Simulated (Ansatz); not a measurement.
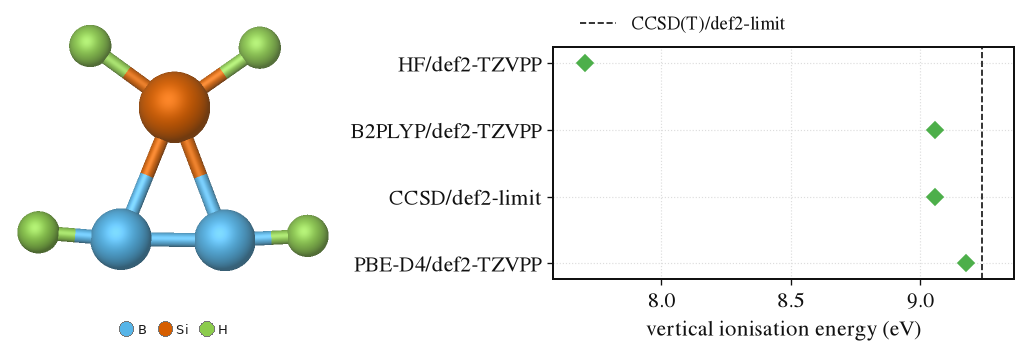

Vertical ionisation energy of B₂SiH₄, SMILES B1B[SiH2]1, taken as the energy of the cation less that of the neutral at fixed geometry (unrestricted doublet cation, cores frozen in correlated methods, no spin-orbit coupling), the Ansatz code 0.2.0, at a PBE0-D4/def2-TZVP geometry (a minimum by its frequencies). Limit means an estimate of the basis limit from triple and quadruple zeta; for coupled cluster it is either extrapolated directly or built as the MP2 limit plus the step from MP2 in triple zeta. B2PLYP/def2-TZVPP holds a correlation term that converges slowly with the basis, so part of the distance to the limit is basis error.

Q: Which level comes closest to the line (CCSD(T)/def2-limit), and which misses most?

A: Closest PBE-D4/def2-TZVPP (9.18 eV), against 9.24 eV; farthest HF/def2-TZVPP (7.70 eV).

Q: Give the values.

A:
| level | eV | less CCSD(T)/def2-limit |
| --- | --- | --- |
| HF/def2-TZVPP | 7.70 | −1.53 |
| B2PLYP/def2-TZVPP | 9.06 | −0.18 |
| CCSD/def2-limit | 9.06 | −0.18 |
| PBE-D4/def2-TZVPP | 9.18 | −0.06 |
| CCSD(T)/def2-limit | 9.24 | 0.00 |
